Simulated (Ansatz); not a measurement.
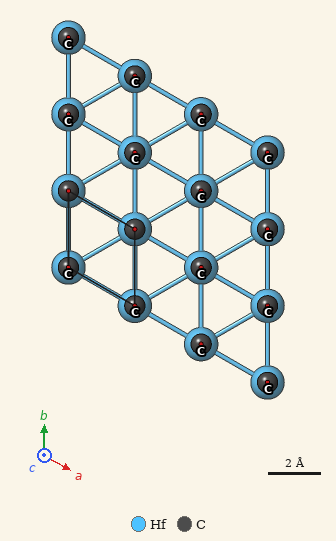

This is a relaxation of crystalline HfC2 (a generated structure, set up in P6/mmm) (coarse preliminary run). The starting structure is drawn; red arrows show the displacements (the part carried along by the change of the cell is left out), 50 times their true length.

The picture is a ball-and-stick view of the cell of the calculation, repeated 3 × 3 × 1 with one cell outlined, seen along the c axis.

Theory: Ansatz 0.2.0, DFT PBE, scalar-relativistic, plane waves, PAW. (plane-wave cutoff 420 eV; k-point mesh 6 × 6 × 4; occupations gaussian; smearing width 0.1 eV; no spin polarisation; cell and atoms relaxed; force threshold 0.04 eV/Å; at most 70 steps)

**Describe the change and its energy.**

After 7 accepted moves (9 points after the start) the energy has fallen by 0.609 eV per cell of the calculation. The largest force component goes from 3.4 to 0.014 eV/Å. Pressure: 5.31 GPa at the start and 0.03 GPa at the end. At 2 points the geometry stayed and the basis and grid were re-selected for the new cell (energy shift of 51.9 meV per cell of the calculation at most each time). The largest moves relative to the cell, 0.032 Å, are those of C atoms. Hf stays in place. Cell: a = b 3.004 → 3.471 Å (+15.6 %), c 5.860 → 5.613 Å (−4.2 %). Volume +27.9 %. Some distances before and after: Hf–Hf 3.004 → 3.471 Å, C–Hf 2.306 → 2.177 Å, C–C 1.248 → 1.259 Å. The space group stays P6/mmm (No. 191). Cost: 43 s on 1 thread of Intel(R) Xeon(R) Processor @ 2.50GHz (Skylake/Cascade Lake) (shared host), peak memory 0.37 GiB.
